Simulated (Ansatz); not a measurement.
CH$_{5}$AlFN (SMILES C[NH][AlH][F])

```xyz
9

C     2.1218   -3.1961   -0.8032
Al    1.1331   -1.3016   -2.7643
F    -0.2082   -2.2101   -3.1616
N     2.2219   -1.9546   -1.5374
H     1.2192   -3.7447   -1.1121
H     2.9830   -3.8661   -0.9806
H     2.0465   -3.0399    0.2886
H     3.0453   -1.4183   -1.2796
H     1.3942    0.0800   -3.4705
```

Geometry: PBE0-D3(BJ)/def2-SVP.

These are results of Ansatz 0.2.0, isolated molecule in a Gaussian basis; Kohn-Sham density functional theory, functional PBE0, not measurements.

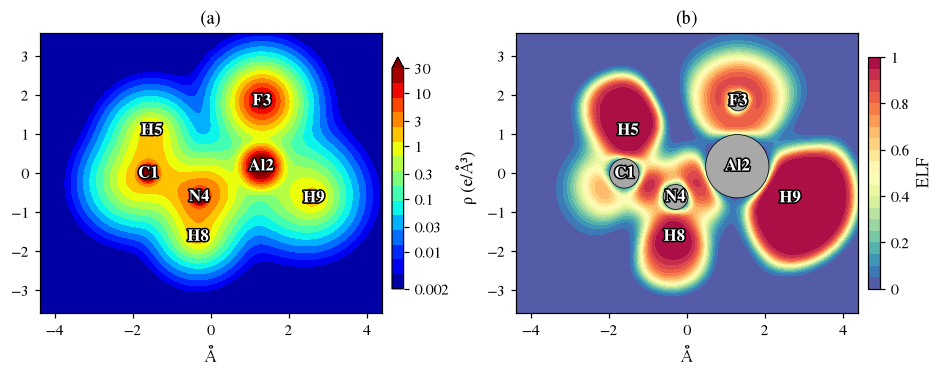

Figure 1. (a) total electron density; (b) ELF on the plane of atoms C1, N4 and H8. Grey discs cover the atomic cores in the ELF map.

What does the map show?

- Atoms in the plane: C, Al, F, N and H.
- C–N (1.45 Å): the density is about 1.9 e/Å³ at the midpoint; the ELF peaks at about 0.90 between the atoms (a shared electron pair).
- Al–F (1.67 Å): ρ at the midpoint is about 0.88 e/Å³; the ELF peaks at about 0.85 in the valence shell of F, 0.5 Å from its nucleus, and is about 0.40 at the midpoint.
- Al–N (1.77 Å): ρ is about 0.88 e/Å³ halfway; the ELF peaks at about 0.90 in the valence shell of N, 0.7 Å from its nucleus, and is about 0.65 at the midpoint.
- N–H (1.02 Å): ρ at the midpoint is about 2.8 e/Å³; the ELF climbs to about 1 towards the hydrogen, as it does in any bond to H; a covalent bond by its length.
- C–H (1.10 Å): the density is about 2 e/Å³ at the midpoint; the ELF climbs to about 1 towards the hydrogen; a covalent bond by its length.
- The ELF also peaks beside F3, away from the bonds: lone-pair regions.

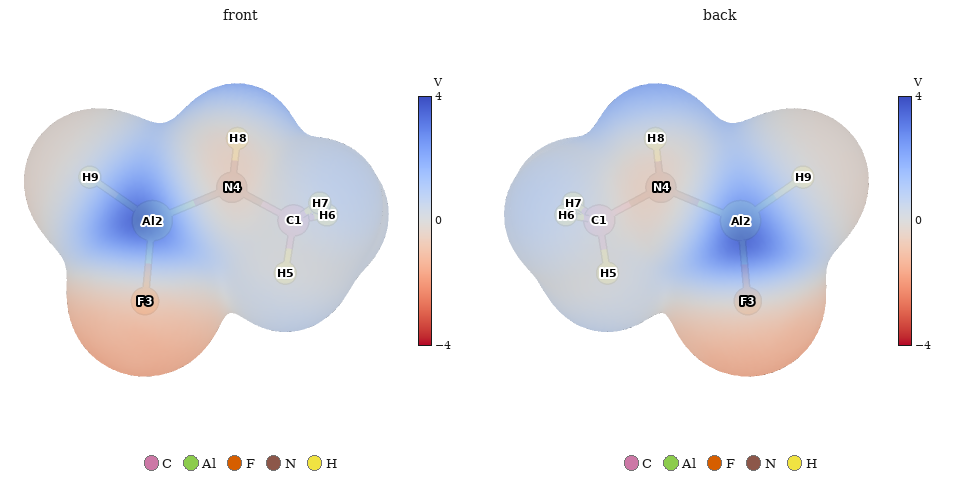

Figure 2. The electrostatic potential painted on the density surface at 0.002 e/bohr³, seen from the front and from behind; red is negative and blue positive.

Describe the electrostatic potential map.

The most negative region (about −1.4 V) lies over F3, the most positive (about +3.2 V) over Al2.

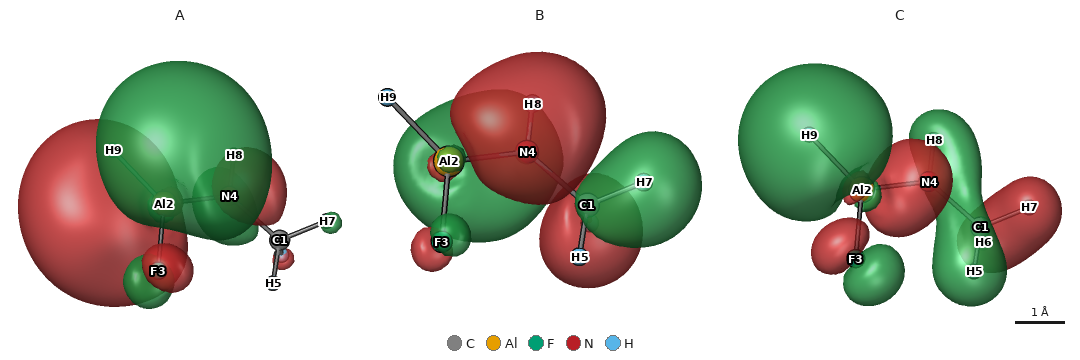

Figure 3. Three frontier orbitals at ±0.06 Å⁻³ᐟ² (green and red are the two phases), in no order.

Order the three orbitals by energy and name them.

C is the HOMO−1 (−9.21 eV). By Hirshfeld shares it lies mainly on H9 (about 40 %), Al2 (about 30 %), N4 (about 15 %) and C1 (about 5 %). B is the HOMO (−7.07 eV). Its weight (Hirshfeld) is mainly on N4 (about 60 %) and C1 (about 10 %). A is the LUMO (−0.31 eV). By Hirshfeld shares it lies mainly on Al2 (about 75 %), H9 (about 10 %) and N4 (about 10 %).

What is the HOMO–LUMO gap?

6.76 eV between the orbital energies.
